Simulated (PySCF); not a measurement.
# CH5ClGe (Chloromethylgermane): the cost of one run

Programs: PySCF 2.14.0, with routines of our own; each step states its level. All values are computed. Atoms count from 0.

## Step 1: The system as given

8 atoms, charge 0, multiplicity 1; geometry from: GFN2-xTB.

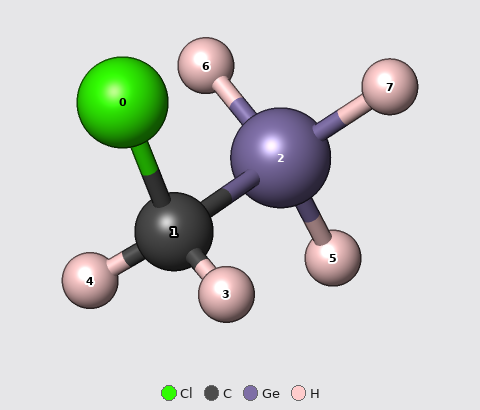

The starting geometry (chlorine green, carbon dark grey, germanium purple, hydrogen pink).

## Step 2: Geometry optimisation at PBE0-D3(BJ)/def2-SVP

What the job is given:

```
{"job": {"xc": "PBE0", "basis": "def2-SVP", "d3": "d3bj", "grid": 1, "maxiter": 30, "shake": 0.01, "kind": "geom"}, "charge": 0, "multiplicity": 1}
Cl    -1.631280     1.210130     0.753220
C     -0.991130    -0.186120    -0.100890
Ge     0.955300     0.003640    -0.021290
H     -1.327220    -1.065810     0.404310
H     -1.381990    -0.172720    -1.123020
H      1.642290    -1.136300    -0.702990
H      1.378820     1.279170    -0.672150
H      1.410340     0.048870     1.410340
```

The run is started by

```
> OMP_NUM_THREADS=1 python heavy_run.py task.json out
```

The driver reads the jobs from task.json and runs them one after another.

Q: Estimate the wall time and peak memory of this first job on 1 thread of AMD EPYC 9R45, shared host.

About 5.4 s, with a peak of 0.37 GiB.
